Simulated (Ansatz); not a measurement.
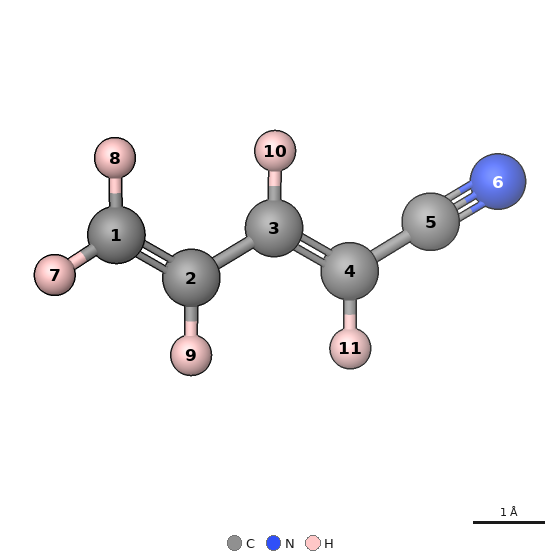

Orthographic view. Atoms fade into the background with distance from the viewer. Computed geometry: PBE-D4/def2-SVP optimisation. No frequency run is at hand to confirm it as a minimum.

List the bonded neighbours of every atom.

C1: C2, H7, H8
C2: C1, C3, H9
C3: C2, C4, H10
C4: C3, C5, H11
C5: C4, N6
N6: C5
H7: C1
H8: C1
H9: C2
H10: C3
H11: C4
